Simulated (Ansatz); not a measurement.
# C8H18O2Si (SMILES CC(C)(C)O[Si]OC(C)(C)C): what the fields show

Input file:

```
crystal:
  periodic: [false, false, false]
  atoms:
    - {symbol: C, position_ang: [0.492057, 0.910112, 2.227625]}
    - {symbol: C, position_ang: [-0.349786, 1.861298, 1.390724]}
    - {symbol: C, position_ang: [-0.420804, 3.229325, 2.047820]}
    - {symbol: C, position_ang: [-1.746774, 1.302459, 1.167347]}
    - {symbol: O, position_ang: [0.285993, 2.067646, 0.123072]}
    - {symbol: Si, position_ang: [0.749572, 1.211206, -1.186295]}
    - {symbol: O, position_ang: [0.301107, -0.330568, -0.777748]}
    - {symbol: C, position_ang: [0.432268, -1.568208, -1.475619]}
    - {symbol: C, position_ang: [-0.926759, -2.247397, -1.411212]}
    - {symbol: C, position_ang: [1.476694, -2.391531, -0.737058]}
    - {symbol: C, position_ang: [0.849296, -1.357347, -2.924499]}
    - {symbol: H, position_ang: [0.054643, 0.792858, 3.222022]}
    - {symbol: H, position_ang: [1.503916, 1.304984, 2.343260]}
    - {symbol: H, position_ang: [0.549323, -0.069792, 1.753131]}
    - {symbol: H, position_ang: [-0.897326, 3.161731, 3.028552]}
    - {symbol: H, position_ang: [-0.997152, 3.917943, 1.426948]}
    - {symbol: H, position_ang: [0.582537, 3.640326, 2.175412]}
    - {symbol: H, position_ang: [-2.269720, 1.198075, 2.121052]}
    - {symbol: H, position_ang: [-2.325082, 1.977202, 0.532184]}
    - {symbol: H, position_ang: [-1.696718, 0.324726, 0.687417]}
    - {symbol: H, position_ang: [-0.893061, -3.228031, -1.891427]}
    - {symbol: H, position_ang: [-1.679365, -1.639723, -1.918226]}
    - {symbol: H, position_ang: [-1.233850, -2.379973, -0.371869]}
    - {symbol: H, position_ang: [2.447073, -1.890916, -0.767709]}
    - {symbol: H, position_ang: [1.187823, -2.519153, 0.308090]}
    - {symbol: H, position_ang: [1.583503, -3.379514, -1.190820]}
    - {symbol: H, position_ang: [1.824496, -0.869487, -2.990795]}
    - {symbol: H, position_ang: [0.122600, -0.736354, -3.454165]}
    - {symbol: H, position_ang: [0.913897, -2.319996, -3.436716]}
basis:
  gaussian: {orbitals: def2-TZVPP}
hamiltonian: {xc: pbe0, dispersion: d4}
output: {orbitals: {seedname: orbitals}}
```

Command:

```sh
ansatz run in.yaml --threads 4 --pin off --events-out ev --progress --plain --max-ram 66560MiB --backend cuda --devices 0, --max-vram 37GiB
```

Geometry: PBE0-D4/def2-TZVP.

Method: RKS PBE0-D4/def2-TZVPP (Ansatz 0.2.0).

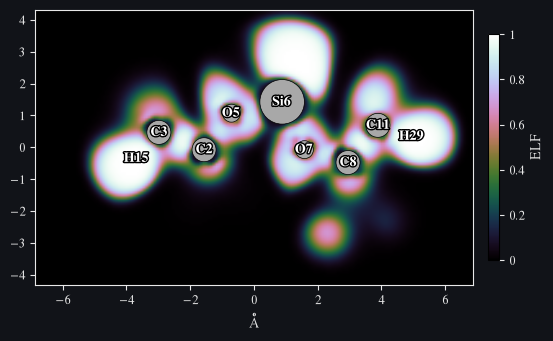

Figure 1. ELF on the plane of atoms C2, O5 and Si6. Grey discs cover the atomic cores.

### What does the map show?

- Atoms in the plane: C, O, Si and H.
- C–O (1.43 Å): the ELF peaks at about 0.85 between the atoms, as expected for a shared but strongly polarised pair.
- C–C (1.52 Å): the ELF peaks at about 0.95 between the atoms: localised, covalent bonding.
- Si–O (1.63 Å): the ELF peaks at about 0.85 between the atoms; a shared but strongly polarised pair.
- C–H (1.09 Å): the ELF climbs to about 1 towards the hydrogen, as it does in any bond to H: an ordinary covalent bond to hydrogen.
- The ELF also peaks beside O7, O5 and Si6, away from the bonds: lone-pair regions.

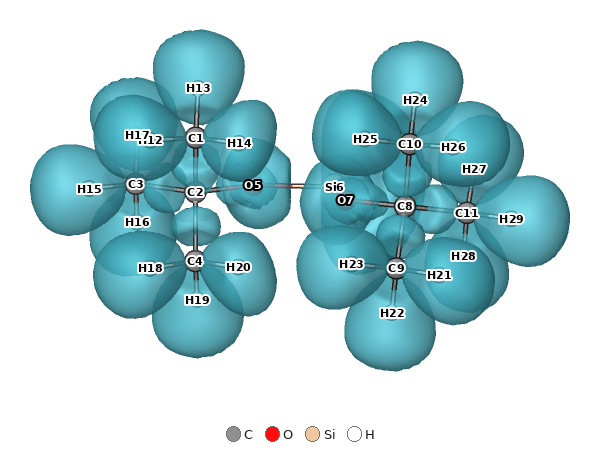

Figure 2. Isosurface of the electron localisation function at 0.75 (cyan), seen at a tilt. Core shells and regions of very low density are left out.

### Identify the bonds, lone pairs and shells in this picture.

The surface consists of six regions between bonded C–C atoms (shared pairs), 18 regions around hydrogen nuclei, two regions on O in which the atom's valence shell and bonds are merged and one lobe on Si, pointing away from the bonds (lone pairs).

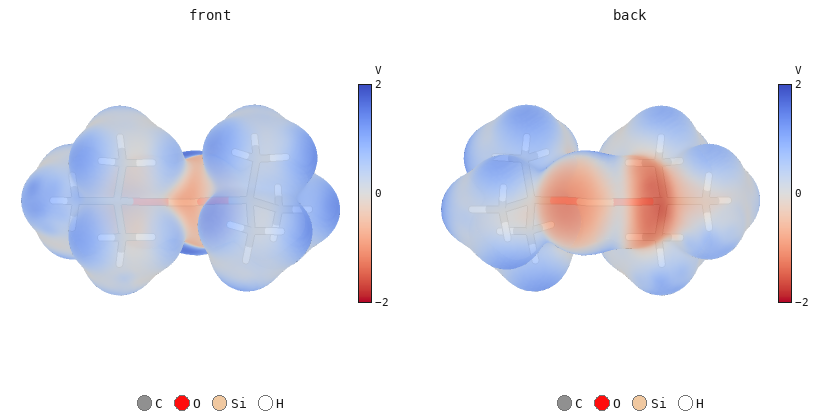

Figure 3. The molecular electrostatic potential painted on the density surface at 0.004 e/bohr³, seen from the front and from behind; red is negative and blue positive.

### Where is the surface potential most negative and most positive?

The most negative region (about −1.4 V) lies over O5, the most positive (about +1.4 V) over Si6. O5 is the likeliest acceptor of a hydrogen bond.
